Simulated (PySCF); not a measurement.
Consider C2H7NSSi2 (SMILES CS[SiH2][SiH2]C#N).

Input

```
{"job": {"kind": "uv", "xc": "PBE0", "basis": "def2-SVPD", "nstates": 8, "ntriplets": 3}, "charge": 0, "multiplicity": 1}
C     -2.926125     0.240171    -0.259269
S     -1.537378    -0.660656    -1.002856
Si     0.103210     0.257080     0.045578
Si     2.016313    -0.753329    -0.762992
C      3.397309     0.051475     0.199718
N      4.225251     0.563477     0.804707
H     -2.829639     1.300357    -0.473526
H     -2.939698     0.068714     0.812891
H     -3.832185    -0.150588    -0.710666
H     -0.175479     0.062499     1.471712
H     -0.015676     1.696212    -0.207202
H      2.163256    -2.186042    -0.491939
H      2.346453    -0.488884    -2.166378
```

Launched as:

```sh
OMP_NUM_THREADS=1 python probes_run.py task.json out
```

Geometry: GFN2-xTB.

Level of theory: PBE0/def2-SVPD, SCF density, gas phase (PySCF 2.14.0).

Question: What can the converged electron density and electron localisation function tell about the bonding?

Answer: C–N (1.15 Å): the density is about 3.6 e/Å³ at the midpoint; the ELF peaks at about 0.85 between the atoms: a short, multiple covalent bond.
C–S (1.81 Å): ρ is about 1.2 e/Å³ halfway; the ELF peaks at about 0.90 between the atoms; localised, covalent bonding.
C–Si (1.87 Å): ρ is about 0.89 e/Å³ halfway; the ELF peaks at about 1 between the atoms; localised, covalent bonding.
Si–S (2.15 Å): the density is about 0.8 e/Å³ at the midpoint; the ELF peaks at about 0.90 between the atoms (localised, covalent bonding).

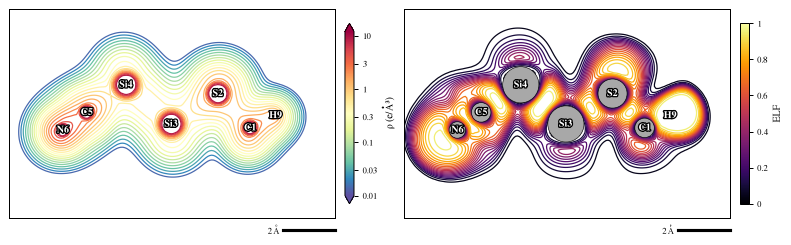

Computed electron density and electron localisation function on the plane of atoms S2, Si3 and Si4, in this order. Grey discs cover the atomic cores in the ELF map. 
